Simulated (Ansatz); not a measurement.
# H₆Si₂···H₂S: what the fields show

```yaml
atoms:
  - { symbol: Si, position_ang: [-1.0845, 0.0102, 0.4666] }
  - { symbol: S, position_ang: [1.3906, -2.0756, -0.7722] }
  - { symbol: H, position_ang: [-1.6234, -0.7379, -0.7067] }
  - { symbol: H, position_ang: [-2.2414, 0.6381, 1.1839] }
  - { symbol: Si, position_ang: [0.4113, 1.7012, -0.1779] }
  - { symbol: H, position_ang: [0.9777, -1.8799, 0.5050] }
  - { symbol: H, position_ang: [-0.4493, -0.9230, 1.3770] }
  - { symbol: H, position_ang: [0.4530, -3.0281, -0.9627] }
  - { symbol: H, position_ang: [-0.2039, 2.5152, -1.2713] }
  - { symbol: H, position_ang: [0.6380, 2.5972, 0.9996] }
  - { symbol: H, position_ang: [1.7319, 1.1826, -0.6417] }
```

Not at a stationary point (largest force 1.0 eV/Å).

All numbers below come from RKS r2SCAN-D4/def2-SVP (Ansatz).

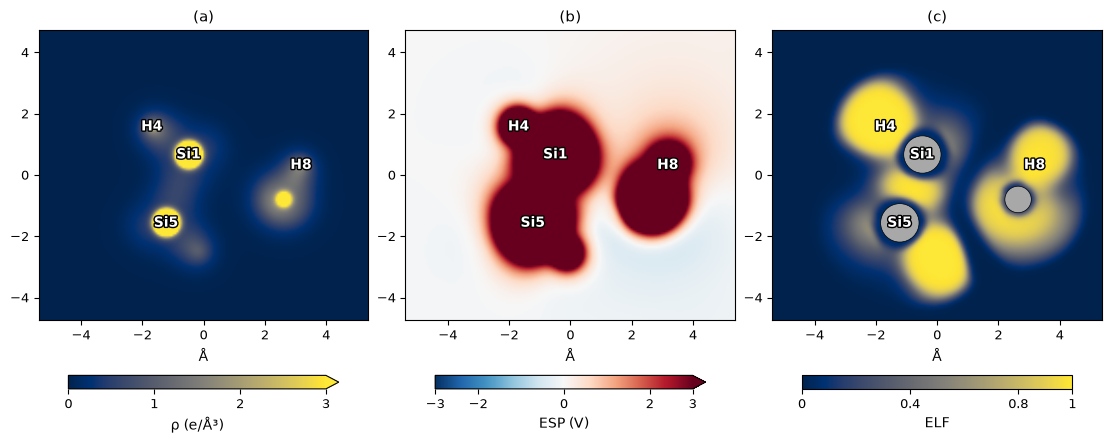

Figure 1. (a) electron density; (b) molecular electrostatic potential; (c) electron localisation function on the plane of atoms H4, Si1 and Si5. Grey discs cover the atomic cores in the ELF map.

> Interpret the plot.

Atoms in the plane: Si and H. Si–Si (2.35 Å): the density is about 0.63 e/Å³ at the midpoint; the ELF peaks at about 1 between the atoms (a covalent bond). Outside the dense part of the complex the potential is most negative (−0.4 V) near S2, which lies off the plane.

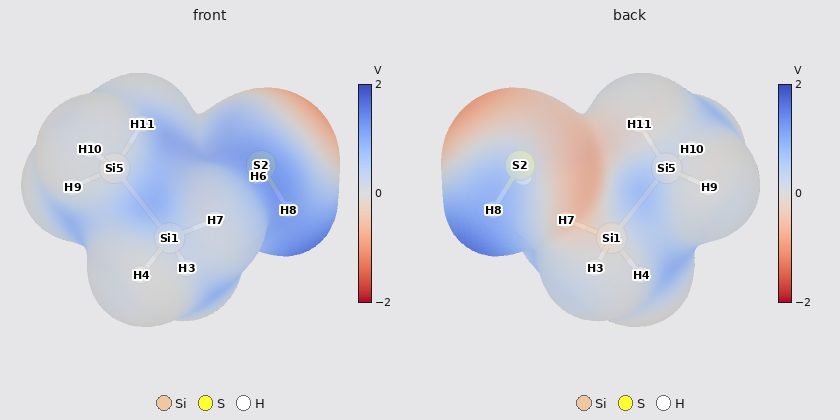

Figure 2. The electrostatic potential painted on the density surface at 0.002 e/bohr³, seen from the front and from behind; the colour scale runs from red (negative) to blue (positive).

> Which sites attract a positive test charge, and which a negative one?

A positive charge is drawn to the negative regions and a negative charge to the positive ones. The most negative region (about −0.8 V, or −18 kcal/mol for a unit charge) lies over S2, the most positive (about +1.5 V, or +35 kcal/mol for a unit charge) over H8.

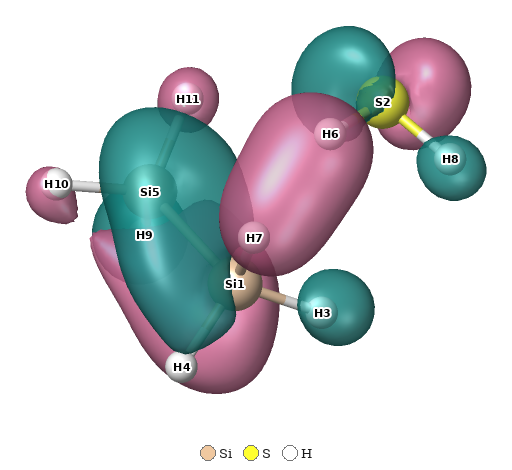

Figure 3. The LUMO at ±0.1 Å⁻³ᐟ² (teal and pink are the two phases), seen at a tilt.

> What is the character of this orbital?

It lies mainly on Si1 (about 30 %), Si5 (about 20 %), S2 (about 15 %), H6 (about 10 %), H7 (about 10 %) and H9 (about 5 %). Its energy is −0.32 eV.

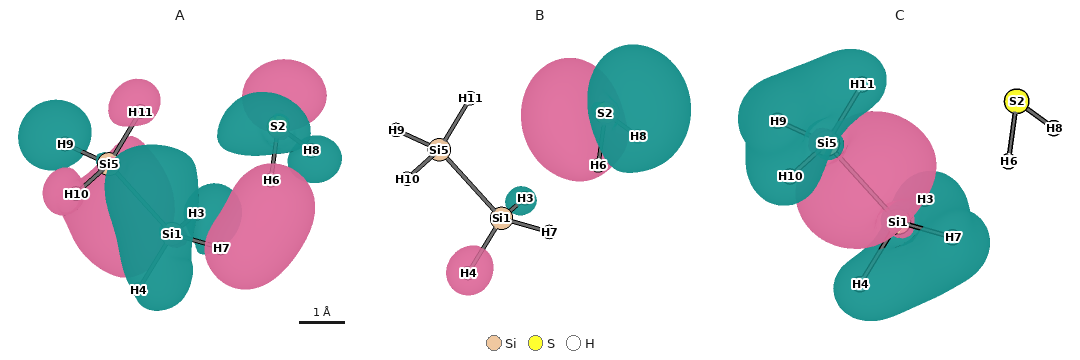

Figure 4. Three frontier orbitals at ±0.08 Å⁻³ᐟ² (teal and pink are the two phases), in no order.

> Order the three orbitals by energy and name them.

C is the HOMO−1 (−7.57 eV). By Hirshfeld shares it lies mainly on Si5 (about 35 %) and Si1 (about 35 %). B is the HOMO (−6.42 eV). Its weight (Hirshfeld) is mainly on S2 (about 85 %); largely a lone pair of S2. A is the LUMO (−0.32 eV). By Hirshfeld shares it lies mainly on Si1 (about 30 %), Si5 (about 20 %), S2 (about 15 %), H6 (about 10 %), H7 (about 10 %) and H9 (about 5 %).

> What is the HOMO–LUMO gap?

6.10 eV between the orbital energies.
